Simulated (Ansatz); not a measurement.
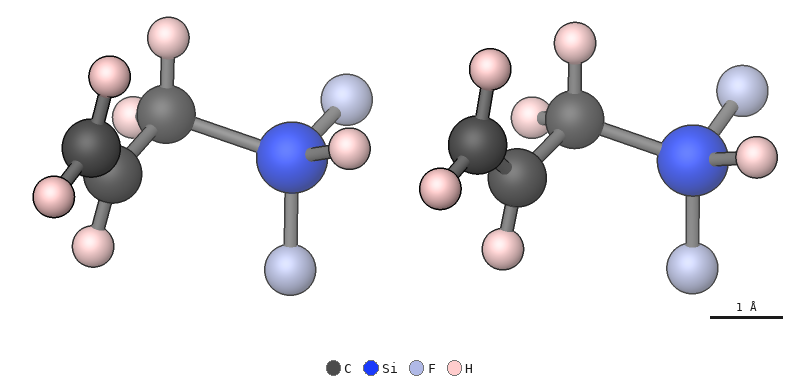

Two geometries of C$_{3}$H$_{6}$F$_{2}$Si (coarse preliminary run), drawn at one scale. One is the start of a relaxation, the other its converged end. A ball-and-stick model, seen from a free direction.

The calculation used Ansatz, RKS PBE-D4/def2-SVP. Settings: force threshold 0.03 eV/Å; at most 200 steps.

### Which one is relaxed?

The left one is the relaxed one. The start comes from a force field. The atom that moves furthest after the best rigid fit is an H atom (0.29 Å). By element the largest moves are H 0.29 Å, F 0.26 Å, C 0.18 Å, Si 0.08 Å. Near-neighbour distances that change, for instance: C–Si 1.781 → 1.875 Å, C–H 1.051 → 1.105 Å, F–Si 1.664 → 1.633 Å, C–C 1.527 → 1.502 Å. Bond angles that change, for instance: C–C–Si 115.4° → 110.1°, C–C–H 106.8° → 111.9°, H–C–H 103.4° → 107.5°. After 9 accepted moves (10 points after the start) the energy has fallen by 0.251 eV. The largest force component goes from 2.6 to 0.015 eV/Å. The line search rejected the trial step at point 3 of the run.
